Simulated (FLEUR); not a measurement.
# Magnetic state of free Ni(111) film, 3 layers from several starts, part 3 of 3

Wanted: the moments of free Ni(111) film, 3 layers and the energy of each order that was tried.

FLEUR MaX-R8.1; PBE; all-electron FLAPW film, Dirac cores, scalar-relativistic bands.

So far, largest spin moment in the muffin-tin sphere (μB): step 2 (order 1, typed as ferro +++) 0.793; step 3 (start moments [1.0, -1.0, 1.0] μB) 0.793.

**6. Spin–orbit coupling, moments along z**

Level of this step: PBE; all-electron FLAPW film, Dirac cores, scalar-relativistic bands with spin-orbit coupling (FLEUR).

Spin–orbit coupling ties the spins to the lattice and lets orbital moments form.

A new self-consistent run of the start ferro +++, with the moments along z.

Contents of inp.xml:

```
<?xml version="1.0" encoding="UTF-8" standalone="no"?>
<fleurInput fleurInputVersion="0.39">
   <comment>
      Ni
   </comment>
   <calculationSetup>
      <cutoffs Kmax="3.66" Gmax="11.0" GmaxXC="11.0" numbands="114"/>
      <scfLoop itmax="120" minDistance="0.00002" maxIterBroyd="15" imix="Anderson" alpha="0.03" precondParam="0.0" spinf="2.0" sdNocoIR="T"/>
      <coreElectrons ctail="T" frcor="F" kcrel="1" coretail_lmax="0"/>
      <xcFunctional name="pbe" relativisticCorrections="F"/>
      <magnetism jspins="2"/>
      <soc l_soc="T" theta="0.0" phi="0.0" spav="F"/>
      <expertModes spex="0" secvar="F"/>
      <geometryOptimization l_f="F" forcealpha="1.0" forcemix="BFGS" epsdisp="0.00001" epsforce="0.00001"/>
      <ldaU l_linMix="F" mixParam="0.05" spinf="1.0"/>
   </calculationSetup>
   <cell>
      <bzIntegration valenceElectrons="54.0" mode="hist" fermiSmearingEnergy="0.00183747">
         <kPointListSelection listName="default-1"/>
         <xi:include xmlns:xi="http://www.w3.org/2001/XInclude" href="kpts.xml"> </xi:include>
      </bzIntegration>
      <xi:include xmlns:xi="http://www.w3.org/2001/XInclude" href="sym.xml"> </xi:include>
      <filmLattice scale="1.0" dVac="12.97" dTilda="15.47">
         <bravaisMatrixFilm>
            <row-1>    4.7086300406703598     0.0000001262337051</row-1>
            <row-2>   -2.3543151296652853     4.0777931691130949</row-2>
         </bravaisMatrixFilm>
         <vacuumEnergyParameters vacuum="1" spinUp="-.25" spinDown="-.25"/>
      </filmLattice>
   </cell>
   <atomSpecies>
      <species name="Nickel (Ni1.000" element="Ni" atomicNumber="28">
         <mtSphere radius="2.24" gridPoints="741" logIncrement="0.016"/>
         <atomicCutoffs lmax="8" lnonsphr="6"/>
         <electronConfig flipSpins="F">
            <coreConfig>(1s1/2) (2s1/2) (2p1/2) (2p3/2)</coreConfig>
            <valenceConfig>(3s1/2) (3p1/2) (3p3/2) (4s1/2) (3d3/2) (3d5/2)</valenceConfig>
            <stateOccupation state="(3d3/2)" spinUp="1.6" spinDown="1.6"/>
            <stateOccupation state="(3d5/2)" spinUp="2.9" spinDown="1.9"/>
         </electronConfig>
         <energyParameters s="4" p="4" d="3" f="4"/>
         <lo type="SCLO" l="0" n="3" eDeriv="0"/>
         <lo type="SCLO" l="1" n="3" eDeriv="0"/>
      </species>
   </atomSpecies>
   <atomGroups>
      <atomGroup species="Nickel (Ni1.000">
         <filmPos label="                   1">-1.000/6.000 1.000/6.000 -3.8446423657</filmPos>
         <filmPos label="                   3">1.000/6.000 -1.000/6.000 3.8446423657</filmPos>
         <force calculate="T" relaxXYZ="TTT"/>
      </atomGroup>
      <atomGroup species="Nickel (Ni1.000">
         <filmPos label="                   2">1.000/2.000 1.000/2.000 .0000000000</filmPos>
         <force calculate="T" relaxXYZ="TTT"/>
      </atomGroup>
   </atomGroups>
   <output dos="F" band="F" slice="F">
      <bandDOS minEnergy="-.5*Htr" maxEnergy="0.5*Htr" sigma="0.015" storeEVData="T"/>
      <plotting iplot="0" polar="F">
         <plot TwoD="T" vec1="  1.0  0.0  0.0" vec2="  0.0  1.0  0.0" vec3="  0.0  0.0  1.0" zero="  0.0  0.0 -0.5" file="plot"/>
      </plotting>
      <moessbauerParams electricFieldGradient="F" isomerShift="T" coreHyperfine="T" valenceHyperfine="T"/>
   </output>
</fleurInput>
```

Contents of crystal.txt:

```
Ni
&input film=T cartesian=F /
2.49169971213  0.00000006680  0.00000000000
-1.24584991392  2.15787521590  0.00000000000
0.00000000000  0.00000000000  1.00000000000
1.8897261246
1.0 1.0 1.0

3
28 0.00000000000  0.00000000000  -3.84464236570 : 1.000
28 0.66666666667  0.33333333333  0.00000000000 : 1.000
28 0.33333333333  0.66666666667  3.84464236570 : 1.000

&soc 0.0000000 0.0000000 /
&kpt div1=12 div2=12 div3=1 gamma=T /
```

On the command line:

```
$ OMP_NUM_THREADS=1 inpgen -f crystal.txt > inpgen.log  # inp.xml is then edited as shown
$ OMP_NUM_THREADS=1 mpirun -n 4 fleur_MPI > fleur.log
```

The log of the run:

```text
[banner, memory and clock lines left out]
Welcome to FLEUR        (www.flapw.de)
      MaX-Release 8.1          (www.max-centre.eu)

 ========== k-point set info ==========
 Selected k-point list: default-1
 k-point list type: mesh
 0 x 0 x 0
 Number of k points: 28

 [... set-up left out ...]
 Iteration:     1   Distance:      24.33513558 me/bohr^3
 [... lines of the core solver left out ...]
 Iteration:     2   Distance:      15.15127552 me/bohr^3
 [... lines of the core solver left out ...]
 Iteration:     3   Distance:      16.30208263 me/bohr^3
 [... lines of the core solver left out ...]
 Iteration:     4   Distance:      15.74132350 me/bohr^3
 [... lines of the core solver left out ...]
 Iteration:     5   Distance:       8.61978412 me/bohr^3
 [... lines of the core solver left out ...]
 Iteration:     6   Distance:      14.32484344 me/bohr^3
 [... lines of the core solver left out ...]
 Iteration:     7   Distance:       5.99355414 me/bohr^3
 [... lines of the core solver left out ...]
[... rest left out ...]

--- out.xml (last complete iteration) ---
<iteration numberForCurrentRun="   35" overallNumber="   35">
         [... left out ...]
         <bandgap value="0.0005789440" units="eV"/>
         <sumValenceSingleParticleEnergies value="-76.9834528335" units="Htr"/>
         <FermiEnergy value="-0.1833233534" units="Htr"/>
         [... left out ...]
         <magneticMomentsInMTSpheres units="muBohr">
            <globalMagMoment atomType="1" vec="0.00000   0.00000   0.73876"/>
            <globalMagMoment atomType="2" vec="0.00000   0.00000   0.78845"/>
         </magneticMomentsInMTSpheres>
         <orbitalMomentsInMTSpheres units="muBohr">
            <globalMagMoment atomType="1" vec="0.00000   0.00000   0.05119"/>
            <globalMagMoment atomType="2" vec="0.00000   0.00000   0.06750"/>
         </orbitalMomentsInMTSpheres>
         [... left out ...]
         <totalEnergy value="    -4562.4467201798" units="Htr">
            <sumOfEigenvalues value="    -2659.1917347037">
               <coreElectrons value="-2582.2082818703"/>
               <valenceElectrons value="-76.9834528335"/>
            </sumOfEigenvalues>
         [... left out ...]
            <freeEnergy value="-4562.4483898695"/>
            <extrapolationTo0K value="-4562.4475550247"/>
         </totalEnergy>
         <densityConvergence units="me/bohr^3">
            <chargeDensity spin="1" distance="0.0000093898"/>
            <chargeDensity spin="2" distance="0.0000160888"/>
            <overallChargeDensity distance="0.0000190008"/>
            <spinDensity distance="0.0000182484"/>
         </densityConvergence>
      </iteration>
```

Run time: 87 s. Hardware: 4 MPI ranks of Arm Neoverse V1, shared host; peak memory 0.35 GiB.

Spin moment in the muffin-tin sphere by atom:

```tsv
atom	spin moment in the muffin-tin sphere (μB)
Ni1	0.739
Ni2	0.788
Ni3	0.739
```

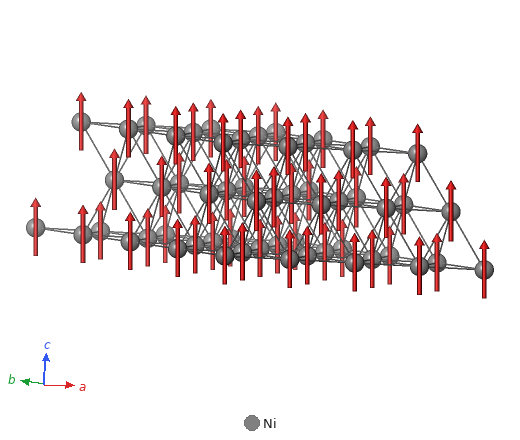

Spin moment in the muffin-tin sphere as arrows, the longest 0.788 μB. Up and down stand for the sign. Arrows give size and sign along the axis of quantisation, drawn up and down the page. 4×4×1 cells are drawn. Some periodic images of atoms are drawn too.

Numbers from this step:

- free energy: -124150.5454 eV
- program's band gap on this mesh (in a metal only a level spacing): 5.79e-4 eV
- magnetization: 2.169 μB
- final state: ferromagnetic
- orbital moment along the spin: 0.0675 μB

Orbital moment in the sphere, along the spin axis by atom:

```tsv
atom	orbital moment in the sphere, along the spin axis (μB)
Ni1	0.0512
Ni2	0.0675
Ni3	0.0512
```

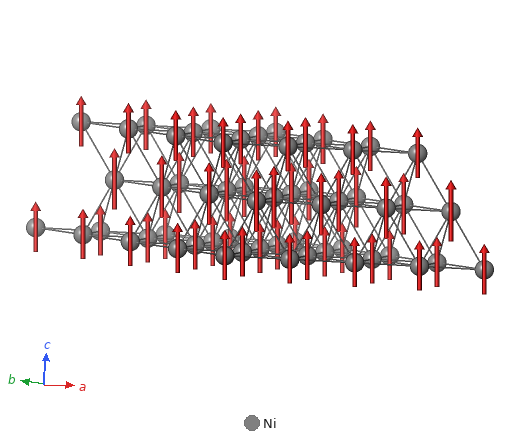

Orbital moment in the sphere, along the spin axis as arrows, the longest 0.0675 μB. Up and down stand for the sign. Arrows give size and sign along the axis of quantisation, drawn up and down the page. 4×4×1 cells are drawn. Some periodic images of atoms are drawn too.

Fields along z, the direction of positive moments; semicore shells count as valence. Hyperfine fields at the nuclei:

```tsv
atom	core contact (T)	valence contact (T)	dipolar (T)	orbital (T)	sum (T)	density at the nucleus (e/bohr³)
Ni1	-22.88	14.43	-0.01389	4.431	-4.035	19692
Ni2	-24.95	13.83	0.02185	5.98	-5.114	19692
Ni3	-22.88	14.43	-0.01389	4.431	-4.035	19692
```

**7. Results**

```yaml
lowest_state_found: ferromagnetic (typed ferro +++)
largest_site_spin_moment: 0.793 μB
next_finished_state: non-magnetic, 72.7 meV a seeded atom higher
energy_gained_by_spin_polarisation: 72.7 meV a seeded atom
hyperfine_field_at_ni2_along_its_moment: -5.11 T
orbital_moment_on_the_atom_of_largest_spin_along_its_spin_spin_orbit_run: 0.0675 μB
```

The lowest state found is ferromagnetic, reached from the start ferro +++, with moments up to 0.793 μB. 1 start left the typed pattern (a sign turned, or a seeded moment died or shrank under 0.15 μB), so such an energy belongs to the state reached, not the one typed. At Ni2 the core shells give -25.0 T and the valence and semicore s states 13.8 T along the moment, -14.1 T per μB together; orbital and dipolar parts add 6.0 T. Semilocal functionals tend to give too weak a core polarisation. The orbital moment is parallel to the spin, as Hund's third rule has it for a shell over half filled. This is the lowest of 3 finished starts, no proof of the ground state.

[Logs and program files are shortened in this print: banners, set-up blocks, solver, clock and traceback lines can be left out without a mark of their own.]

[Logs are printed without paths, hosts, clocks, repeated set-up lines and the standing remarks that a program may print on its own settings, such as how far it seeks lower states.]

[Hosts, paths, dates, database ids (printed as entryN), source tags and the programs' standing remarks are cut or masked in the printed files.]

[Where a cell is said to come from a database of computed structures, the database is the Materials Project.]
